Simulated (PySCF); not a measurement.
C$_{2}$H$_{13}$O$_{2}$PSi$_{3}$

Input

```
{"job": {"kind": "nmr", "xc": "PBE0", "basis": "pcSseg-1"}, "charge": 0, "multiplicity": 1}
C      4.162629     0.169414    -0.915042
O      2.973985     0.617161    -0.341039
Si     1.559165    -0.169918    -0.308109
P      0.296076     1.343402     0.701288
Si    -1.381417    -0.044341     1.177285
C     -2.741740     0.916624     2.085629
O     -1.940494    -0.621772    -0.233552
Si    -2.396002    -0.425032    -1.776814
H      4.492018    -0.760868    -0.447090
H      4.922340     0.936817    -0.767684
H      4.030214    -0.008389    -1.984188
H      1.062768    -0.448023    -1.660273
H      1.719744    -1.472082     0.358296
H      0.891131     1.255339     1.945576
H     -1.034093    -1.288125     1.873125
H     -3.007932     1.820844     1.544680
H     -2.419266     1.210546     3.079180
H     -3.637743     0.312904     2.190218
H     -1.627193     0.664129    -2.376390
H     -2.107644    -1.719775    -2.387944
H     -3.825470    -0.117210    -1.757623
```

Command:

```sh
OMP_NUM_THREADS=1 python probes_run.py task.json out
```

Geometry: GFN2-xTB.

All numbers below come from PBE0/pcSseg-1, SCF density, gas phase, non-relativistic in PySCF 2.14.0.

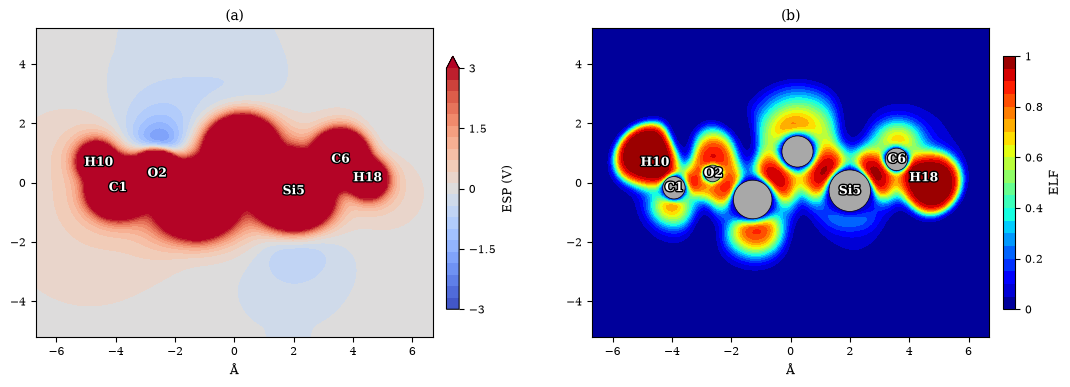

Figure 1. (a) electrostatic potential; (b) electron localisation function on the plane of atoms Si5, C6 and H18. Grey discs cover the atomic cores in the ELF map.

Interpret the plot.

Answer.
- Atoms in the plane: C, O, Si and H.
- C–O (1.39 Å): the ELF peaks at about 0.90 between the atoms (a shared but strongly polarised pair).
- C–Si (1.90 Å): the ELF peaks at about 0.95 between the atoms (a shared electron pair).
- C–H (1.09 Å): the ELF climbs to about 1 towards the hydrogen, as it does in any bond to H: a covalent bond by its length.
- The ELF also peaks beside O2, away from the bonds: lone-pair regions.
- Outside the dense part of the molecule the potential is most negative (−1.8 V) near O2.

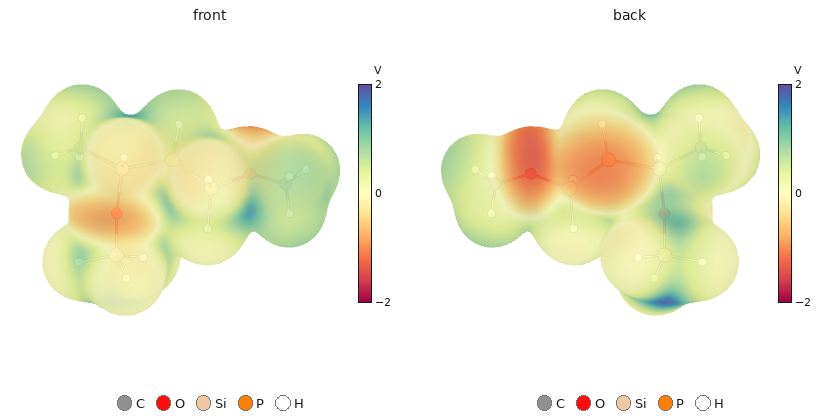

Figure 2. The molecular electrostatic potential painted on the density surface at 0.002 e/bohr³, seen from the front and from behind; red is negative and blue positive.

Describe the electrostatic potential map.

Answer. The most negative region (about −1.3 V) lies over O2, the most positive (about +1.6 V) over Si8. O2 is the likeliest acceptor of a hydrogen bond.

What dipole moment does the calculation give?

Answer. Its dipole moment is 0.92 D.
